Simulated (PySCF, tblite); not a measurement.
**C2H8F3NSi2: geometry, infrared bands and NMR shifts**

Aim: predict the infrared bands and NMR shifts of C2H8F3NSi2 (`C[SiH2][Si@H](N)C(F)(F)F`).

Programs: tblite 0.8.0 and PySCF 2.14.0, with density-fitted response routines of our own. Each step states its level of theory. These are calculated values for one molecule in the gas phase, unless marked as measured. Atoms are numbered from 0 throughout.

## (1) Starting geometry

16 atoms, charge 0, multiplicity 1; geometry from: force field or distance geometry start.

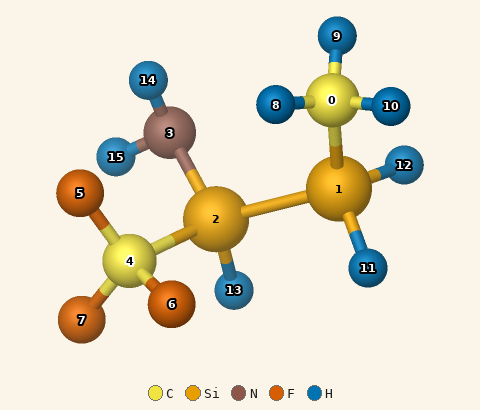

As it starts; carbon yellow, silicon amber, nitrogen brown, fluorine orange, hydrogen blue, atoms numbered.

## (2) Optimising the geometry with GFN2-xTB

What the job is given:

```
{"job": {"kind": "relax", "xc": "GFN2-xTB", "basis": "xTB"}, "charge": 0, "multiplicity": 1}
C      2.291300    -0.073100     0.635100
Si     1.239400    -0.468700    -0.848900
Si    -0.862900     0.124700    -0.675000
N     -1.143100     1.870700    -0.474800
C     -1.792400    -0.745200     0.700900
F     -1.708100    -0.024200     1.874900
F     -1.215200    -1.989600     0.836300
F     -3.076800    -0.910900     0.271000
H      1.823700    -0.316700     1.607100
H      2.641800     0.976000     0.593200
H      3.201200    -0.704000     0.558200
H      1.275100    -1.944900    -1.022300
H      1.831500     0.165200    -2.027400
H     -1.536200    -0.264100    -1.943700
H     -0.800200     2.265100     0.426800
H     -2.176700     2.048700    -0.522900
```

Command:

```console
$ OMP_NUM_THREADS=1 python probes_run.py task.json out
```

The driver reads the jobs from task.json and runs them one after another.

**Question.** This job is followed by: GFN2-xTB harmonic vibrations, gas phase; GIAO PBE0/pcSseg-1 NMR shielding, non-relativistic, gas phase. What will the session give for the following? strongest single infrared mode (GFN2-xTB); zero-point energy (GFN2-xTB); 13C shifts against TMS (PBE0/pcSseg-1); 1H shifts against TMS (PBE0/pcSseg-1, means over atoms taken as alike); 29Si shifts against TMS (PBE0/pcSseg-1); 15N shifts against NH3 (PBE0/pcSseg-1); 19F shifts against CFCl3 (PBE0/pcSseg-1, means over atoms taken as alike); surface potential, least and greatest.

As calculated:

| quantity | value |
| --- | --- |
| strongest single infrared mode (GFN2-xTB) | 624 cm⁻¹, 405 km/mol |
| zero-point energy (GFN2-xTB) | 62.5 kcal/mol |
| 13C shifts against TMS (PBE0/pcSseg-1) | 141.2, -10.7 ppm |
| 1H shifts against TMS (PBE0/pcSseg-1, means over atoms taken as alike) | 5.28, 3.94, 3.90, 0.45, 0.34 ppm |
| 29Si shifts against TMS (PBE0/pcSseg-1) | -30.3, -84.4 ppm |
| 15N shifts against NH3 (PBE0/pcSseg-1) | 0.2 ppm |
| 19F shifts against CFCl3 (PBE0/pcSseg-1, means over atoms taken as alike) | -75.9 ppm |
| surface potential, least and greatest | -0.84 V and 1.78 V |

**Reading.** The optimisation took 165 steps and gained 0.830 eV; among the close pairs (by a distance rule), Si1–Si2 changed most, from 2.191 to 2.313 Å. All 42 modes are real, so the xTB geometry is a minimum. The strongest single mode, at 624 cm⁻¹, moves mainly H13. GFN2-xTB is a fitted tight-binding method: band positions and strengths are rough. Its intensities can rank the bands wrongly. At PBE0/pcSseg-1: Shielding is most anisotropic at F5, F6, F7 (span 186 ppm, paramagnetic term -228 ppm). At PBE0/pcSseg-1, counted by nearest atom on the grid, the HOMO lies on N3 54 %; H13 15 %, the LUMO on Si2 26 %; Si1 11 %.
